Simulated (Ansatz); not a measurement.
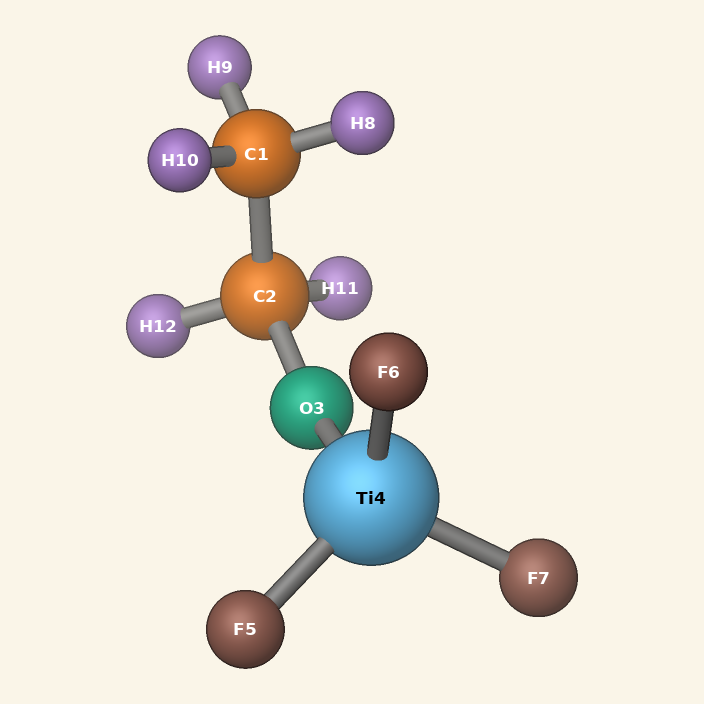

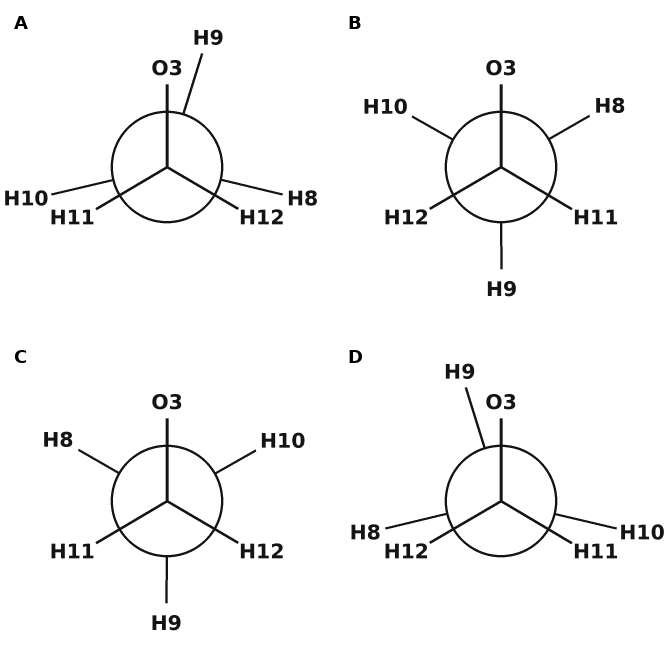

Depth is shown by fading: the farther an atom, the more it takes the colour of the background. Bonds that would overlap in a projection are set slightly apart. The species is neutral and a spin singlet. The geometry was computed by an optimisation with PBE-D4/def2-SVP. No frequency run is at hand to confirm it as a minimum.

Q: Which Newman projection shows the view along C2–C1, with C2 in front?

A: B. The torsion angle O3–C2–C1–H8 is 60°, synclinal (gauche).
